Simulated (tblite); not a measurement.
**Geometry relaxation, with input and output: C$_{8}$H$_{16}$Si**

C$_{8}$H$_{16}$Si, computed with GFN2-xTB geometry optimisation, gas phase (tblite 0.8.0).

It belongs to a series of runs on one base structure; here: constitutional isomer.

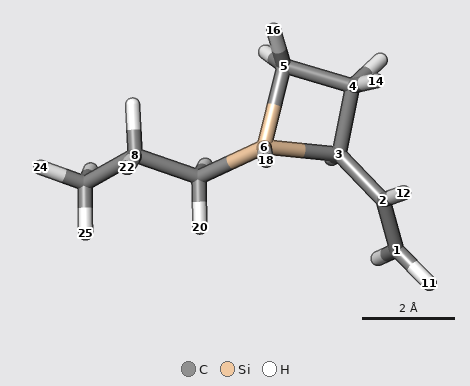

Fig. 1: The input geometry (stick view, seen at a tilt; atoms are numbered from 1 in the order of the input). Bond lengths as drawn: C–C 1.34 to 1.58 Å, C–H 1.08 to 1.11 Å, C–Si 1.84 to 1.90 Å and H–Si 1.48 Å.

**The input**
```
{"job": {"kind": "relax", "xc": "GFN2-xTB", "basis": "xTB"}, "charge": 0, "multiplicity": 1}
C     -3.001800    -1.922600    -0.804000
C     -2.717400    -0.610600    -0.792000
C     -1.799100    -0.074200     0.259400
C     -2.132800     1.406600     0.709800
C     -0.647800     1.809600     0.987100
Si    -0.145600     0.608600    -0.382900
C      1.278700    -0.458000     0.102200
C      2.666500     0.202600     0.055600
C      3.761600    -0.774700     0.469100
H     -2.610900    -2.618800    -0.071600
H     -3.681900    -2.322600    -1.560800
H     -3.148900     0.049000    -1.523300
H     -1.658900    -0.745000     1.117100
H     -2.625900     2.025100    -0.041500
H     -2.767700     1.460900     1.616200
H     -0.425000     2.866100     0.811000
H     -0.272400     1.529800     1.971500
H     -0.154200     1.168300    -1.756100
H      1.107900    -0.831600     1.129200
H      1.289800    -1.343600    -0.537000
H      2.687000     1.079900     0.716300
H      2.869300     0.559800    -0.962500
H      3.607400    -1.114600     1.505800
H      4.727300    -0.287700     0.420800
H      3.783700    -1.638200    -0.190800
```

The first line tells a small driver script what to run in tblite; the rest is the geometry in Å.

Machine: 1 CPU thread, shared host.

Launched with:
```bash
OMP_NUM_THREADS=1 python <driver script> task.json out
```

**What the program printed**
```
step      E/eV     max force
  0    -733.07152    2.205
  1    -733.22786    1.211
  2    -733.29030    0.770
  3    -733.34201    0.385
  4    -733.36309    0.303
  5    -733.37401    0.267
  6    -733.38438    0.204
  7    -733.39220    0.227
  8    -733.40060    0.217
  9    -733.40694    0.190
 10    -733.41151    0.149
 11    -733.41504    0.138
 12    -733.41856    0.160
 13    -733.42220    0.162
 14    -733.42581    0.165
 15    -733.42945    0.171
 16    -733.43362    0.231
 17    -733.43840    0.213
 18    -733.44291    0.146
 19    -733.44628    0.117
 20    -733.44856    0.110
 21    -733.45016    0.103
 22    -733.45133    0.066
 23    -733.45212    0.054
 24    -733.45279    0.057
 25    -733.45361    0.066
 26    -733.45459    0.079
 27    -733.45554    0.068
 28    -733.45629    0.049
 29    -733.45694    0.049
 30    -733.45769    0.065
 31    -733.45850    0.070
 32    -733.45926    0.054
 33    -733.45992    0.048
 34    -733.46055    0.059
 35    -733.46116    0.064
 36    -733.46164    0.056
 37    -733.46201    0.052
 38    -733.46236    0.054
 39    -733.46278    0.057
 40    -733.46327    0.059
 41    -733.46379    0.050
 42    -733.46435    0.049
 43    -733.46506    0.062
 44    -733.46595    0.077
 45    -733.46680    0.072
 46    -733.46744    0.048
 47    -733.46792    0.044
 48    -733.46836    0.043
 49    -733.46886    0.053
 50    -733.46935    0.044
 51    -733.46979    0.037
 52    -733.47021    0.045
 53    -733.47062    0.043
 54    -733.47098    0.036
 55    -733.47128    0.035
 56    -733.47155    0.037
 57    -733.47186    0.042
 58    -733.47221    0.051
 59    -733.47252    0.038
 60    -733.47275    0.028
 61    -733.47293    0.028
 62    -733.47309    0.027
 63    -733.47325    0.024
 64    -733.47340    0.027
 65    -733.47352    0.023
 66    -733.47361    0.021
 67    -733.47368    0.018
 68    -733.47375    0.019
 69    -733.47383    0.020
 70    -733.47389    0.017
 71    -733.47394    0.014
 72    -733.47399    0.017
 73    -733.47405    0.019
 74    -733.47413    0.028
 75    -733.47420    0.025
 76    -733.47426    0.015
 77    -733.47431    0.015
 78    -733.47437    0.020
 79    -733.47443    0.025
 80    -733.47448    0.020
 81    -733.47451    0.010
 82    -733.47453    0.010
 83    -733.47456    0.014
 84    -733.47459    0.018
 85    -733.47462    0.016
 86    -733.47465    0.013
 87    -733.47468    0.015
 88    -733.47472    0.013
 89    -733.47475    0.013
 90    -733.47478    0.012
 91    -733.47481    0.014
 92    -733.47485    0.015
 93    -733.47489    0.013
 94    -733.47493    0.013
 95    -733.47497    0.011
 96    -733.47500    0.012
 97    -733.47504    0.012
 98    -733.47508    0.013
 99    -733.47512    0.014
100    -733.47518    0.017
101    -733.47523    0.016
102    -733.47528    0.015
103    -733.47533    0.014
104    -733.47537    0.016
105    -733.47542    0.014
106    -733.47545    0.010
```

**Trajectory as extended XYZ (Å, eV, eV/Å), 4 of the 107 frames kept, from step=0 to step=106**
```
25
Properties=species:S:1:pos:R:3:forces:R:3 step=0 energy=-733.07152
C    -3.0018   -1.9226   -0.8040   -0.4370   0.7860  -0.5980
C    -2.7174   -0.6106   -0.7920    0.1670  -1.7650   1.3110
C    -1.7991   -0.0742    0.2594   -1.2220   1.3130  -1.0650
C    -2.1328    1.4066    0.7098    0.5450  -0.8360   1.5690
C    -0.6478    1.8096    0.9871   -0.4310   0.9120  -0.7630
Si   -0.1456    0.6086   -0.3829    0.0990   0.4790  -0.3540
C     1.2787   -0.4580    0.1022    1.1460  -0.7940   0.4100
C     2.6665    0.2026    0.0556   -0.2260  -0.0230  -0.0980
C     3.7616   -0.7747    0.4691   -0.1050   0.0210   0.3940
H    -2.6109   -2.6188   -0.0716   -0.0810   0.2260  -0.2130
H    -3.6819   -2.3226   -1.5608    0.3850  -0.0100   0.3370
H    -3.1489    0.0490   -1.5233    0.1380   0.1680   0.0370
H    -1.6589   -0.7450    1.1171   -0.3310   0.2380  -0.3520
H    -2.6259    2.0251   -0.0415    0.3900  -0.3220  -0.1160
H    -2.7677    1.4609    1.6162    0.2280  -0.1250  -0.3440
H    -0.4250    2.8661    0.8110   -0.1770  -0.0740   0.2920
H    -0.2724    1.5298    1.9715   -0.3450   0.0590  -0.0820
H    -0.1542    1.1683   -1.7561    0.0180  -0.1630   0.2930
H     1.1079   -0.8316    1.1292    0.1190   0.1160  -0.3520
H     1.2898   -1.3436   -0.5370    0.1410  -0.0180   0.0280
H     2.6870    1.0799    0.7163   -0.0680  -0.2100  -0.1170
H     2.8693    0.5598   -0.9625   -0.0900  -0.0760   0.1680
H     3.6074   -1.1146    1.5058    0.0140   0.0680  -0.4350
H     4.7273   -0.2877    0.4208    0.1910   0.0540   0.0030
H     3.7837   -1.6382   -0.1908   -0.0680  -0.0220   0.0450
25
Properties=species:S:1:pos:R:3:forces:R:3 step=35 energy=-733.46116
C    -3.0898   -1.8809   -0.8521   -0.0200   0.0160   0.0080
C    -2.7695   -0.6002   -0.7592   -0.0100   0.0030   0.0090
C    -1.8508   -0.0393    0.2506   -0.0180  -0.0120   0.0140
C    -2.1628    1.3735    0.7800    0.0050  -0.0140  -0.0160
C    -0.7299    1.9185    0.9290   -0.0270   0.0010   0.0070
Si   -0.0979    0.5783   -0.2803   -0.0390  -0.0230   0.0310
C     1.3645   -0.5566    0.1313   -0.0020   0.0110   0.0000
C     2.7121    0.1535    0.0565    0.0260  -0.0050   0.0050
C     3.8593   -0.7645    0.4655    0.0020  -0.0070  -0.0060
H    -2.7039   -2.6101   -0.1587    0.0050  -0.0040   0.0140
H    -3.7478   -2.2576   -1.6152   -0.0020   0.0040  -0.0440
H    -3.1723    0.1081   -1.4734    0.0270   0.0060   0.0100
H    -1.7648   -0.7421    1.0833    0.0150   0.0120  -0.0070
H    -2.7038    1.9393    0.0205    0.0010  -0.0080   0.0520
H    -2.7490    1.3851    1.7001    0.0180  -0.0010  -0.0380
H    -0.6262    2.9662    0.6589    0.0120   0.0040   0.0090
H    -0.3706    1.8051    1.9508    0.0090   0.0010  -0.0180
H    -0.0331    1.0828   -1.6565    0.0200  -0.0210  -0.0570
H     1.2408   -0.9828    1.1281    0.0120   0.0190   0.0280
H     1.3698   -1.3979   -0.5627    0.0020  -0.0080  -0.0040
H     2.7003    1.0292    0.7085   -0.0030  -0.0070   0.0040
H     2.8777    0.5071   -0.9631   -0.0130   0.0080   0.0090
H     3.7221   -1.1134    1.4874    0.0060   0.0180  -0.0070
H     4.8121   -0.2420    0.4051   -0.0210  -0.0110   0.0020
H     3.9026   -1.6352   -0.1861   -0.0040   0.0160  -0.0060
25
Properties=species:S:1:pos:R:3:forces:R:3 step=71 energy=-733.47394
C    -3.1653   -1.8268   -0.9197   -0.0040   0.0050  -0.0010
C    -2.7739   -0.5708   -0.7801    0.0070   0.0000   0.0030
C    -1.8637   -0.0814    0.2737    0.0080   0.0030  -0.0010
C    -2.1493    1.3291    0.8278    0.0020   0.0000   0.0020
C    -0.7222    1.9089    0.8662   -0.0040   0.0060   0.0050
Si   -0.1039    0.5027   -0.2710   -0.0080  -0.0040  -0.0030
C     1.3804   -0.5657    0.2305   -0.0030  -0.0050   0.0050
C     2.7085    0.1719    0.0924   -0.0020   0.0000   0.0000
C     3.8906   -0.7275    0.4336    0.0000  -0.0050   0.0030
H    -2.8603   -2.5914   -0.2235   -0.0060  -0.0070  -0.0110
H    -3.7972   -2.1442   -1.7313   -0.0100  -0.0050   0.0050
H    -3.0934    0.1755   -1.4975    0.0000  -0.0010   0.0030
H    -1.8139   -0.8134    1.0821    0.0020   0.0010  -0.0070
H    -2.7706    1.8890    0.1296    0.0000  -0.0050   0.0000
H    -2.6510    1.3211    1.7951   -0.0020   0.0070  -0.0030
H    -0.6547    2.9338    0.5104   -0.0030   0.0050   0.0000
H    -0.3083    1.8887    1.8730    0.0070  -0.0110   0.0030
H    -0.0231    0.8832   -1.6881    0.0090   0.0050  -0.0050
H     1.2739   -0.9132    1.2593    0.0010   0.0030   0.0120
H     1.4055   -1.4588   -0.3955    0.0020   0.0000  -0.0070
H     2.7100    1.0404    0.7536   -0.0020   0.0070  -0.0050
H     2.8156    0.5390   -0.9298   -0.0030  -0.0040  -0.0050
H     3.8079   -1.0919    1.4552    0.0080   0.0030   0.0100
H     4.8295   -0.1871    0.3355   -0.0030   0.0040   0.0020
H     3.9178   -1.5870   -0.2329    0.0030  -0.0020  -0.0070
25
Properties=species:S:1:pos:R:3:forces:R:3 step=106 energy=-733.47545
C    -3.2121   -1.8107   -0.9296    0.0060   0.0010  -0.0030
C    -2.7874   -0.5656   -0.7897    0.0000   0.0050   0.0060
C    -1.8613   -0.0958    0.2597    0.0070   0.0000   0.0010
C    -2.1420    1.3104    0.8282    0.0020   0.0020   0.0000
C    -0.7134    1.8848    0.8743   -0.0050   0.0050   0.0040
Si   -0.0985    0.4894   -0.2776   -0.0020  -0.0030   0.0000
C     1.3906   -0.5638    0.2442   -0.0010  -0.0050   0.0010
C     2.7152    0.1735    0.0721   -0.0020  -0.0030   0.0000
C     3.9034   -0.7050    0.4463    0.0000   0.0010   0.0010
H    -2.9152   -2.5884   -0.2446   -0.0040   0.0000   0.0000
H    -3.8654   -2.1075   -1.7322    0.0010   0.0000   0.0000
H    -3.1022    0.1923   -1.4969    0.0040  -0.0060  -0.0070
H    -1.8116   -0.8363    1.0603    0.0020  -0.0010  -0.0010
H    -2.7582    1.8776    0.1313   -0.0010   0.0020   0.0100
H    -2.6479    1.2974    1.7933    0.0020  -0.0010  -0.0050
H    -0.6445    2.9152    0.5352    0.0050   0.0020   0.0020
H    -0.2973    1.8453    1.8798   -0.0040   0.0020   0.0000
H    -0.0028    0.8778   -1.6916   -0.0020  -0.0010  -0.0020
H     1.2930   -0.8754    1.2855   -0.0030  -0.0010   0.0020
H     1.4149   -1.4774   -0.3513    0.0010   0.0000  -0.0060
H     2.7146    1.0690    0.6966   -0.0040   0.0010  -0.0060
H     2.8180    0.4977   -0.9651   -0.0040   0.0000   0.0020
H     3.8213   -1.0362    1.4795    0.0020   0.0000  -0.0010
H     4.8378   -0.1596    0.3342   -0.0020   0.0020  -0.0040
H     3.9401   -1.5845   -0.1933    0.0030  -0.0030   0.0080
```

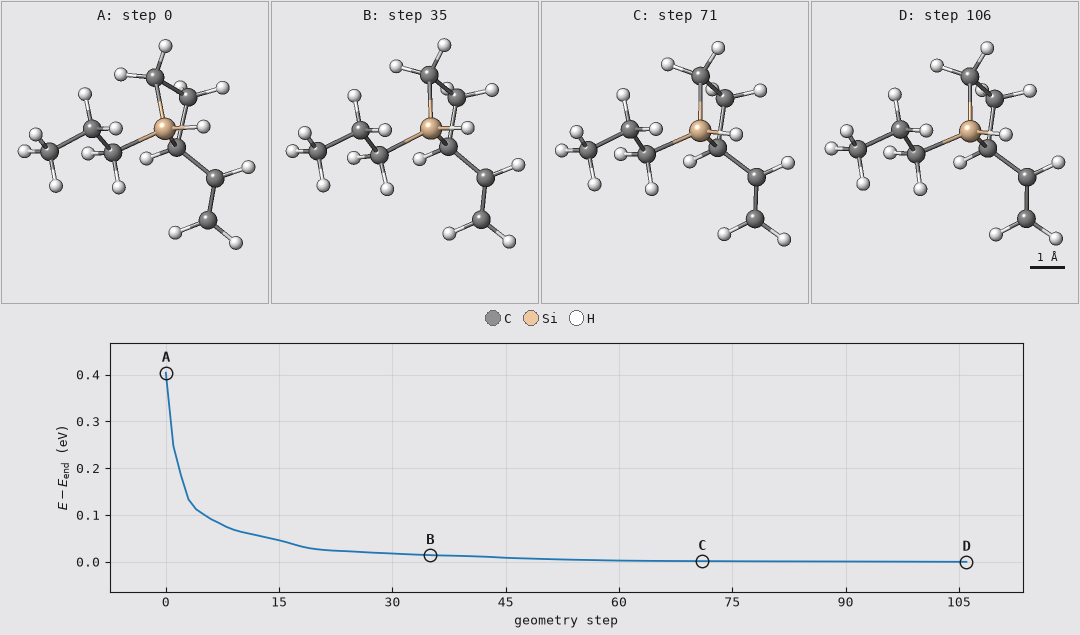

Fig. 2: Frames of the relaxation (ball-and-stick view, seen at a tilt) above the curves, on which the letters mark them (steps are counted from 0).

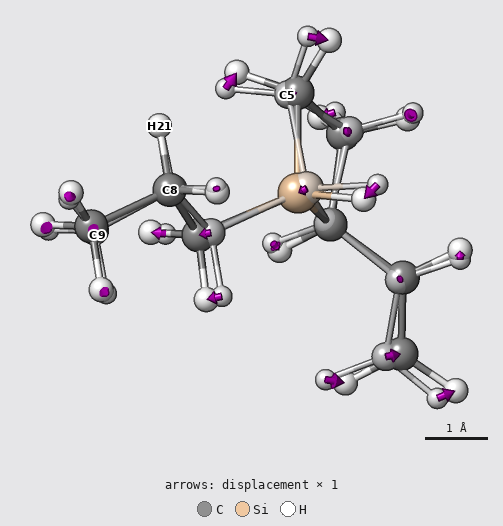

Fig. 3: Start (faint) and end (solid) with the displacements as pink arrows, at true length (ball-and-stick view, seen at a tilt). The two geometries are laid on each other by the best rigid fit. The atom that moves furthest after the best rigid fit is H16 (0.36 Å). Largest moves by element: H 0.36 Å, C 0.27 Å, Si 0.17 Å. Distances before and after: Si6–C7 1.844 → 1.897 Å, C3–C4 1.583 → 1.543 Å, C3–Si6 1.901 → 1.934 Å, C4–C5 1.563 → 1.540 Å. Among the angles that change: C5–Si6–C7 112.5° → 119.5°, C7–Si6–H18 117.8° → 111.1°, C3–Si6–C7 112.0° → 118.1°. The energy falls by 0.404 eV in 106 geometry steps. Largest force component: 1.8 eV/Å at the start, 0.01 eV/Å at the end. (Atoms are counted from 1 in the order of the input.)

**Results in brief**

| quantity | value |
| --- | --- |
| outcome | converged |
| total energy | −733.4754 eV |
| wall time | 1.9 s |
| peak memory | 0.18 GiB |
